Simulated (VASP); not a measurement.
# TiPt3: structure and properties in VASP, part 3 of 4

What structure does TiPt3 take at this level, and what are its properties? The start is a cell from a database of measured crystal structures.

VASP 6.6.1; r2SCAN; plane waves and PAW (Ti_sv, Pt).

So far. Step 4 (Density, ELF and potential (r2SCAN)): In this run the pressure is -0.07 GPa, small enough to go on. Step 5 (Band structure (r2SCAN)): There is no gap at this level.

The database entry behind the starting cell is an old determination (1943), so it need not match the best structure at ambient conditions.

## 6. Total and projected DOS (r2SCAN)

Here the states are counted by energy and projected on the atoms. The mesh is finer than in the run before.

INCAR reads:

```
SYSTEM = TiPt3
PREC = Accurate
ENCUT = 400
EDIFF = 1E-06
NELM = 100
ISMEAR = -5
SIGMA = 0.2
LREAL = .FALSE.
ALGO = Normal
METAGGA = R2SCAN
LASPH = .TRUE.
NBANDS = 35
LORBIT = 11
LWAVE = .FALSE.
LCHARG = .FALSE.
KPAR = 4
NEDOS = 2001
```

POSCAR reads:

```
TiPt3
1.0
    3.9242151558      0.0000000000      0.0000000000
    0.0000000000      3.9242151558      0.0000000000
    0.0000000000      0.0000000000      3.9242151558
Ti Pt
1 3
Direct
    0.0000000000      0.0000000000      0.0000000000
    0.0000000000      0.5000000000      0.5000000000
    0.5000000000      0.0000000000      0.5000000000
    0.5000000000      0.5000000000      0.0000000000
```

KPOINTS reads:

```
Automatic mesh
0
Gamma
10 10 10
0 0 0
```

The projector-augmented-wave data sets are Ti_sv and Pt (PBE family, release 64).

The run is started by

```sh
$ mpirun -np 4 vasp_std
```

Output:

```text
[... set-up lines as in an earlier step ...]
 entering main loop
       N       E                     dE             d eps       ncg     rms          rms(c)
DAV:   1     0.175528391445E+03    0.17553E+03   -0.17514E+04  3920   0.110E+03
DAV:   2    -0.165504356877E+03   -0.34103E+03   -0.31934E+03  4036   0.315E+02
DAV:   3    -0.185706776263E+03   -0.20202E+02   -0.19563E+02  4788   0.793E+01
DAV:   4    -0.186306446588E+03   -0.59967E+00   -0.59669E+00  4804   0.126E+01
DAV:   5    -0.186322954472E+03   -0.16508E-01   -0.16500E-01  4641   0.215E+00    0.227E+01
DAV:   6    -0.171227465140E+03    0.15095E+02   -0.95562E+00  4160   0.307E+01    0.891E+00
DAV:   7    -0.171722687351E+03   -0.49522E+00   -0.62506E+00  4785   0.150E+01    0.867E+00
DAV:   8    -0.171125699113E+03    0.59699E+00   -0.15336E+00  4839   0.764E+00    0.342E+00
DAV:   9    -0.171149609772E+03   -0.23911E-01   -0.72738E-02  4554   0.185E+00    0.774E-01
DAV:  10    -0.171143022228E+03    0.65875E-02   -0.61597E-02  4332   0.163E+00    0.405E-01
DAV:  11    -0.171141334186E+03    0.16880E-02   -0.12699E-02  4889   0.580E-01    0.103E-01
DAV:  12    -0.171141006267E+03    0.32792E-03   -0.12555E-03  4609   0.190E-01    0.564E-02
DAV:  13    -0.171140964153E+03    0.42114E-04   -0.21409E-04  4932   0.937E-02    0.153E-02
DAV:  14    -0.171140962235E+03    0.19183E-05   -0.34892E-05  4629   0.313E-02    0.988E-03
DAV:  15    -0.171140956242E+03    0.59927E-05   -0.71829E-06  4047   0.145E-02    0.608E-04
DAV:  16    -0.171140956073E+03    0.16907E-06   -0.21504E-07  2398   0.311E-03
   1 F= -.17114096E+03 E0= -.17114096E+03  d E =0.000000E+00
 -----------------------------------------------------------------------------
|                                                                             |
|           W    W    AA    RRRRR   N    N  II  N    N   GGGG   !!!           |
|           W    W   A  A   R    R  NN   N  II  NN   N  G    G  !!!           |
|           W    W  A    A  R    R  N N  N  II  N N  N  G       !!!           |
|           W WW W  AAAAAA  RRRRR   N  N N  II  N  N N  G  GGG   !            |
|           WW  WW  A    A  R   R   N   NN  II  N   NN  G    G                |
|           W    W  A    A  R    R  N    N  II  N    N   GGGG   !!!           |
|                                                                             |
|     Tetrahedron method does not include variations of the Fermi             |
|     occupations, so forces and stress will be inaccurate. We suggest        |
|     using a different smearing scheme ISMEAR = 1 or 2 for metals in         |
|     relaxations.                                                            |
|                                                                             |
 -----------------------------------------------------------------------------
```

Run time: 84 s. Hardware: 4 MPI ranks of AMD EPYC 7R43, shared host; peak memory 0.7 GiB; 5.5 min of CPU time.

From OUTCAR (step 6):

```text
   k-points           NKPTS =     56   k-points in BZ     NKDIM =     56   number of bands    NBANDS=     35

   NELECT =      42.0000    total number of electrons

 E-fermi :  11.4073

 k-point     1 :       0.0000    0.0000    0.0000
  band No.  band energies     occupation
    ...
     16       9.6121      2.00000
     17      10.7879      2.00000
     18      11.4042      2.00000
     19      11.4042      2.00000
     20      11.4042      2.00000
     21      12.8233      0.00000
     22      12.8233      0.00000
     23      13.0056      0.00000
     24      13.0056      0.00000
     25      13.0056      0.00000
    ...

  Total       -0.0090135     -0.0090135     -0.0090135     -0.0000000      0.0000000     -0.0000000
  in kB       -0.2389719     -0.2389719     -0.2389719     -0.0000000      0.0000000     -0.0000000
  external PRESSURE =      -0.2389719 kB  Pullay stress =       0.0000000 kB

  FREE ENERGIE OF THE ION-ELECTRON SYSTEM (eV)
  ---------------------------------------------------
  free  energy   TOTEN  =      -171.1409560728 eV

  energy  without entropy=     -171.1409560728  energy(sigma->0) =     -171.14095607

[... 7 parts as in an earlier step ...]

[... 10 further parts left out ...]
```

With tetrahedra the forces and stress of a metal are not exact derivatives of the energy.

Numbers from this step:

```yaml
irreducible_k_points: 56
free_energy_toten: -171.1410 eV
fermi_energy: 11.41 eV
pressure: -0.02390 GPa
dos_at_the_fermi_level: 0.8970 states/eV/cell
```

The density of states has structure finer than the step of the table below, so its rows give means over 1 eV, whole bins alone (the curve runs from -12.0 to 1.52 eV). Peaks (eV: height): total -3.6: 9.56, -2.6: 8.06, 0.5: 10.3, 1.0: 8.18; Pt d -6.3: 4.77, -4.6: 5.16, -3.6: 7.70, -2.6: 6.61; Ti d 0.5: 6.09, 0.8: 4.20; Pt p -4.3: 0.460, -2.6: 0.382, -1.7: 0.666, 0.3: 0.433; Pt s -7.6: 0.717, -6.7: 0.923, -4.2: 0.171, 1.0: 0.268.

States under -12.0 eV and over 1.5 eV are left out. The density of states by energy, zero at the Fermi level; means over each step; values in states/eV/cell:

| energy (eV) | total | Pt d | Ti d | Pt p | Pt s | Ti s |
| --- | --- | --- | --- | --- | --- | --- |
| -11 | 2.1e-5 | 0 | 0 | 0 | 1.4e-5 | 1.4e-6 |
| -10 | 0.155 | 0.00212 | 1.8e-5 | 0.00450 | 0.100 | 0.00807 |
| -9 | 0.411 | 0.0225 | 8.7e-4 | 0.0244 | 0.243 | 0.0163 |
| -8 | 1.07 | 0.256 | 0.0164 | 0.0646 | 0.491 | 0.0157 |
| -7 | 3.65 | 2.11 | 0.134 | 0.156 | 0.602 | 0.0648 |
| -6 | 5.33 | 4.03 | 0.168 | 0.227 | 0.202 | 0.0489 |
| -5 | 4.99 | 3.88 | 0.159 | 0.280 | 0.0772 | 0.0120 |
| -4 | 5.59 | 4.29 | 0.265 | 0.320 | 0.137 | 0.00713 |
| -3 | 6.22 | 4.92 | 0.394 | 0.307 | 0.106 | 0.00548 |
| -2 | 3.96 | 2.71 | 0.369 | 0.402 | 0.0680 | 0.0237 |
| -1 | 2.19 | 1.68 | 0.165 | 0.161 | 0.0210 | 0.00865 |
| 0 | 3.28 | 1.08 | 1.71 | 0.152 | 0.0214 | 0.00176 |
| 1 | 5.85 | 1.82 | 3.19 | 0.197 | 0.151 | 0.00985 |

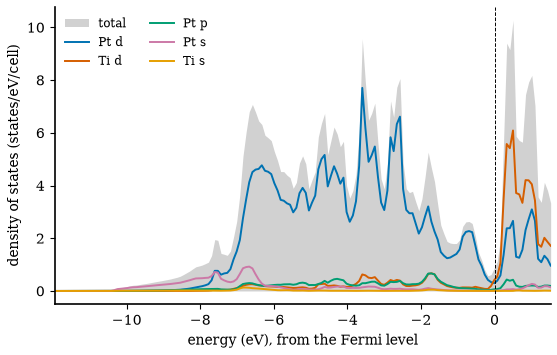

Density of states against energy.

The finer mesh and the other smearing move the Fermi level by -0.03 eV from the 7×7×7 run, a small shift, which tests the Fermi level alone. Of the states within 0.3 eV of the Fermi level, the largest shares in the PAW spheres are Ti d 50 %, Pt d 35 % and Pt p 5 %. The rest lies in smaller channels or between the spheres.

## 7. Volume scan with r2SCAN

An equation of state needs energies on both sides of the minimum, all on one mesh and cutoff.

INCAR reads:

```
SYSTEM = TiPt3
PREC = Accurate
ENCUT = 400
EDIFF = 1E-06
NELM = 100
ISMEAR = 1
SIGMA = 0.2
LREAL = .FALSE.
ALGO = Normal
METAGGA = R2SCAN
LASPH = .TRUE.
NBANDS = 27
LORBIT = 11
LWAVE = .FALSE.
LCHARG = .FALSE.
KPAR = 4
ISIF = 2
```

POSCAR reads:

```
TiPt3
1.0
    3.8441066542      0.0000000000      0.0000000000
    0.0000000000      3.8441066542      0.0000000000
    0.0000000000      0.0000000000      3.8441066542
Ti Pt
1 3
Direct
    0.0000000000      0.0000000000      0.0000000000
    0.0000000000      0.5000000000      0.5000000000
    0.5000000000      0.0000000000      0.5000000000
    0.5000000000      0.5000000000      0.0000000000
```

KPOINTS reads:

```
Automatic mesh
0
Gamma
7 7 7
0 0 0
```

The run is started by

```sh
$ mpirun -np 4 vasp_std
```

Output:

```text
[... set-up lines as in an earlier step ...]
 entering main loop
       N       E                     dE             d eps       ncg     rms          rms(c)
DAV:   1     0.197685817084E+03    0.19769E+03   -0.18497E+04  1080   0.146E+03
DAV:   2    -0.157850099877E+03   -0.35554E+03   -0.34259E+03  1135   0.398E+02
DAV:   3    -0.184592442282E+03   -0.26742E+02   -0.25487E+02  1417   0.102E+02
DAV:   4    -0.185524227973E+03   -0.93179E+00   -0.92597E+00  1359   0.185E+01
DAV:   5    -0.185550788841E+03   -0.26561E-01   -0.26554E-01  1387   0.312E+00    0.264E+01
DAV:   6    -0.170988153355E+03    0.14563E+02   -0.14493E+01  1282   0.387E+01    0.101E+01
DAV:   7    -0.171446101010E+03   -0.45795E+00   -0.59072E+00  1491   0.171E+01    0.918E+00
DAV:   8    -0.170915570748E+03    0.53053E+00   -0.21064E+00  1441   0.996E+00    0.348E+00
DAV:   9    -0.170925541248E+03   -0.99705E-02   -0.82642E-02  1217   0.221E+00    0.411E-01
DAV:  10    -0.170925378248E+03    0.16300E-03   -0.12896E-02  1373   0.989E-01    0.202E-01
DAV:  11    -0.170924985149E+03    0.39310E-03   -0.35079E-03  1473   0.392E-01    0.679E-02
DAV:  12    -0.170924983452E+03    0.16973E-05   -0.45764E-04  1357   0.135E-01    0.484E-02
DAV:  13    -0.170924972572E+03    0.10880E-04   -0.10340E-04  1486   0.698E-02    0.626E-03
DAV:  14    -0.170924974900E+03   -0.23275E-05   -0.87954E-06  1276   0.213E-02    0.101E-02
DAV:  15    -0.170924972953E+03    0.19465E-05   -0.54483E-06  1073   0.160E-02    0.165E-03
DAV:  16    -0.170924973143E+03   -0.19010E-06   -0.31538E-07   623   0.447E-03
   1 F= -.17092497E+03 E0= -.17092848E+03  d E =0.105185E-01
```

Elapsed: 30 s, on 4 MPI ranks; peak memory 0.56 GiB; 1.9 min of CPU time.

From OUTCAR (step 7):

```text
   ENCUT  =  400.0 eV  29.40 Ry    5.42 a.u.   6.27  6.27  6.27*2*pi/ulx,y,z

   NELECT =      42.0000    total number of electrons

 E-fermi :  12.5884

 k-point     1 :       0.0000    0.0000    0.0000
  band No.  band energies     occupation
    ...
     16      10.6173      2.00000
     17      11.9321      2.00004
     18      12.5983      0.91582
     19      12.5983      0.91582
     20      12.5983      0.91582
     21      14.1213     -0.00000
     22      14.1213     -0.00000
     23      14.1324     -0.00000
     24      14.1324     -0.00000
     25      14.1324     -0.00000
    ...

  Total        6.6082261      6.6082261      6.6082261     -0.0000000     -0.0000000      0.0000000
  in kB      186.3842406    186.3842406    186.3842406     -0.0000000     -0.0000000      0.0000000
  external PRESSURE =     186.3842406 kB  Pullay stress =       0.0000000 kB

 POSITION                                       TOTAL-FORCE (eV/Angst)
 -----------------------------------------------------------------------------------
      0.00000      0.00000      0.00000         0.000000      0.000000      0.000000
      0.00000      1.92205      1.92205         0.000000      0.000000      0.000000
      1.92205      0.00000      1.92205         0.000000      0.000000      0.000000
      1.92205      1.92205      0.00000         0.000000      0.000000      0.000000
 -----------------------------------------------------------------------------------
    total drift:                                0.000000      0.000000      0.000000

  FREE ENERGIE OF THE ION-ELECTRON SYSTEM (eV)
  ---------------------------------------------------
  free  energy   TOTEN  =      -170.9249731432 eV

  energy  without entropy=     -170.9354916155  energy(sigma->0) =     -170.92847930

[... 4 parts as in an earlier step ...]

[... 12 further parts left out ...]
```

The scan keeps the cell's shape and the fractional positions fixed.

This step gave:

| Quantity | Value |
| --- | --- |
| bands | 27 |
| irreducible k-points | 20 |
| free energy (TOTEN) | -170.9250 eV |
| energy at zero smearing | -170.9285 eV |
| Fermi energy | 12.59 eV |
| pressure | 18.64 GPa |

The pressure here is 18.64 GPa.

## 8. Volume scan with r2SCAN (run 2)

INCAR is that of step 7.

POSCAR reads:

```
TiPt3
1.0
    3.8711787198      0.0000000000      0.0000000000
    0.0000000000      3.8711787198      0.0000000000
    0.0000000000      0.0000000000      3.8711787198
Ti Pt
1 3
Direct
    0.0000000000      0.0000000000      0.0000000000
    0.0000000000      0.5000000000      0.5000000000
    0.5000000000      0.0000000000      0.5000000000
    0.5000000000      0.5000000000      0.0000000000
```

KPOINTS is that of step 7.

The run is started by

```sh
$ mpirun -np 4 vasp_std
```

Output:

```text
[... set-up lines as in an earlier step ...]
 entering main loop
       N       E                     dE             d eps       ncg     rms          rms(c)
DAV:   1     0.190740850988E+03    0.19074E+03   -0.18630E+04  1080   0.143E+03
DAV:   2    -0.157886639598E+03   -0.34863E+03   -0.33525E+03  1150   0.394E+02
DAV:   3    -0.184965839813E+03   -0.27079E+02   -0.26043E+02  1473   0.102E+02
DAV:   4    -0.185832465778E+03   -0.86663E+00   -0.86099E+00  1356   0.175E+01
DAV:   5    -0.185861563526E+03   -0.29098E-01   -0.29086E-01  1373   0.318E+00    0.250E+01
DAV:   6    -0.171104807106E+03    0.14757E+02   -0.15129E+01  1309   0.391E+01    0.960E+00
DAV:   7    -0.171594684900E+03   -0.48988E+00   -0.65797E+00  1510   0.177E+01    0.905E+00
DAV:   8    -0.171027018716E+03    0.56767E+00   -0.21258E+00  1441   0.982E+00    0.349E+00
DAV:   9    -0.171043967694E+03   -0.16949E-01   -0.80608E-02  1226   0.226E+00    0.596E-01
DAV:  10    -0.171042213572E+03    0.17541E-02   -0.36342E-02  1350   0.158E+00    0.324E-01
DAV:  11    -0.171040980007E+03    0.12336E-02   -0.79560E-03  1472   0.559E-01    0.760E-02
DAV:  12    -0.171040982733E+03   -0.27263E-05   -0.51232E-04  1356   0.150E-01    0.495E-02
DAV:  13    -0.171040973339E+03    0.93944E-05   -0.15455E-04  1468   0.903E-02    0.118E-02
DAV:  14    -0.171040975017E+03   -0.16783E-05   -0.22577E-05  1341   0.324E-02    0.864E-03
DAV:  15    -0.171040973470E+03    0.15474E-05   -0.25710E-06   895   0.110E-02    0.410E-03
DAV:  16    -0.171040973276E+03    0.19349E-06   -0.10736E-06   859   0.719E-03
   1 F= -.17104097E+03 E0= -.17104463E+03  d E =0.109703E-01
```

Elapsed: 30 s, on 4 MPI ranks; peak memory 0.55 GiB; 1.9 min of CPU time.

OUTCAR, selected parts (step 8):

```text
   ENCUT  =  400.0 eV  29.40 Ry    5.42 a.u.   6.31  6.31  6.31*2*pi/ulx,y,z

   NELECT =      42.0000    total number of electrons

 E-fermi :  12.1871

 k-point     1 :       0.0000    0.0000    0.0000
  band No.  band energies     occupation
    ...
     16      10.2674      2.00000
     17      11.5333      2.00004
     18      12.1817      1.04556
     19      12.1817      1.04556
     20      12.1817      1.04556
     21      13.6745     -0.00000
     22      13.6745     -0.00000
     23      13.7385     -0.00000
     24      13.7385     -0.00000
     25      13.7385     -0.00000
    ...

  Total        4.2166171      4.2166171      4.2166171      0.0000000     -0.0000000      0.0000000
  in kB      116.4514981    116.4514981    116.4514981      0.0000000     -0.0000000      0.0000000
  external PRESSURE =     116.4514981 kB  Pullay stress =       0.0000000 kB

 POSITION                                       TOTAL-FORCE (eV/Angst)
 -----------------------------------------------------------------------------------
      0.00000      0.00000      0.00000         0.000000      0.000000      0.000000
      0.00000      1.93559      1.93559         0.000000      0.000000      0.000000
      1.93559      0.00000      1.93559         0.000000      0.000000      0.000000
      1.93559      1.93559      0.00000         0.000000      0.000000      0.000000
 -----------------------------------------------------------------------------------
    total drift:                                0.000000      0.000000      0.000000

  FREE ENERGIE OF THE ION-ELECTRON SYSTEM (eV)
  ---------------------------------------------------
  free  energy   TOTEN  =      -171.0409732761 eV

  energy  without entropy=     -171.0519435584  energy(sigma->0) =     -171.04463004

[... 4 parts as in an earlier step ...]

[... 12 further parts left out ...]
```

Numbers from this step:

| Property | Result |
| --- | --- |
| free energy (TOTEN) | -171.0410 eV |
| energy at zero smearing | -171.0446 eV |
| Fermi energy | 12.19 eV |
| pressure | 11.65 GPa |

The pressure falls from 18.64 to 11.65 GPa.

The run ends at a pressure of 11.65 GPa.

## 9. Volume scan with r2SCAN (run 3)

INCAR is that of step 8.

POSCAR reads:

```
TiPt3
1.0
    3.8978773478      0.0000000000      0.0000000000
    0.0000000000      3.8978773478      0.0000000000
    0.0000000000      0.0000000000      3.8978773478
Ti Pt
1 3
Direct
    0.0000000000      0.0000000000      0.0000000000
    0.0000000000      0.5000000000      0.5000000000
    0.5000000000      0.0000000000      0.5000000000
    0.5000000000      0.5000000000      0.0000000000
```

KPOINTS is that of step 8.

The run is started by

```sh
$ mpirun -np 4 vasp_std
```

Output:

```text
[... set-up lines as in an earlier step ...]
 entering main loop
       N       E                     dE             d eps       ncg     rms          rms(c)
DAV:   1     0.189341264577E+03    0.18934E+03   -0.18535E+04  1080   0.144E+03
DAV:   2    -0.157700951097E+03   -0.34704E+03   -0.33410E+03  1163   0.391E+02
DAV:   3    -0.185114824335E+03   -0.27414E+02   -0.26419E+02  1422   0.103E+02
DAV:   4    -0.186089952613E+03   -0.97513E+00   -0.97121E+00  1383   0.189E+01
[...]
DAV:  14    -0.171107324552E+03    0.34624E-05   -0.62022E-05  1478   0.497E-02    0.857E-03
DAV:  15    -0.171107322726E+03    0.18261E-05   -0.53909E-06  1126   0.149E-02    0.137E-03
DAV:  16    -0.171107322687E+03    0.38971E-07   -0.36998E-07   615   0.506E-03
   1 F= -.17110732E+03 E0= -.17111117E+03  d E =0.115391E-01
```

Run time: 29 s. Hardware: 4 MPI ranks; peak memory 0.56 GiB; 1.9 min of CPU time.

OUTCAR, selected parts (step 9):

```text
  Total        2.0113065      2.0113065      2.0113065     -0.0000000      0.0000000     -0.0000000
  in kB       54.4132093     54.4132093     54.4132093     -0.0000000      0.0000000     -0.0000000
  external PRESSURE =      54.4132093 kB  Pullay stress =       0.0000000 kB

 POSITION                                       TOTAL-FORCE (eV/Angst)
 -----------------------------------------------------------------------------------
      0.00000      0.00000      0.00000         0.000000      0.000000      0.000000
      0.00000      1.94894      1.94894         0.000000      0.000000      0.000000
      1.94894      0.00000      1.94894         0.000000      0.000000      0.000000
      1.94894      1.94894      0.00000         0.000000      0.000000      0.000000
 -----------------------------------------------------------------------------------
    total drift:                                0.000000      0.000000      0.000000

  FREE ENERGIE OF THE ION-ELECTRON SYSTEM (eV)
  ---------------------------------------------------
  free  energy   TOTEN  =      -171.1073226866 eV

  energy  without entropy=     -171.1188618215  energy(sigma->0) =     -171.11116906

[... 1 part as in an earlier step ...]

[... 2 further parts left out ...]
[key lines of the parts left out:]
E-fermi :  11.8022
```

The pressure falls from 11.65 to 5.44 GPa.

The run ends at a pressure of 5.44 GPa.

## 10. Volume scan with r2SCAN (run 4)

INCAR is that of step 9.

POSCAR reads:

```
TiPt3
1.0
    3.9242151558      0.0000000000      0.0000000000
    0.0000000000      3.9242151558      0.0000000000
    0.0000000000      0.0000000000      3.9242151558
Ti Pt
1 3
Direct
    0.0000000000      0.0000000000      0.0000000000
    0.0000000000      0.5000000000      0.5000000000
    0.5000000000      0.0000000000      0.5000000000
    0.5000000000      0.5000000000      0.0000000000
```

KPOINTS is that of step 9.

The run is started by

```sh
$ mpirun -np 4 vasp_std
```

Output:

```text
[... set-up lines as in an earlier step ...]
 entering main loop
       N       E                     dE             d eps       ncg     rms          rms(c)
[... 15 cycles as in an earlier step ...]
   1 F= -.17112933E+03 E0= -.17113339E+03  d E =0.121810E-01
```

Run time: 28 s. Hardware: 4 MPI ranks; peak memory 0.54 GiB; 1.8 min of CPU time.

Parts of OUTCAR (step 10):

```text
[... 6 parts as in an earlier step ...]

[... 1 further part left out ...]
[key lines of the parts left out:]
E-fermi :  11.4332
```

The pressure falls from 5.44 to -0.06 GPa, so it vanishes between these two volumes.

(Continued in part 4 of 4.)

[Lines on the potential files, build, host, timing and source positions are cut from VASP's logs without a mark.]

[Logs are printed without paths, hosts, clocks, repeated set-up lines and the standing remarks that a program may print on its own settings, such as how far it seeks lower states.]

[Hosts, paths, dates, database ids (printed as entryN), source tags and the programs' standing remarks are cut or masked in the printed files.]

[A measured line is paired with the nearest computed mode of its activity, which favours agreement.]
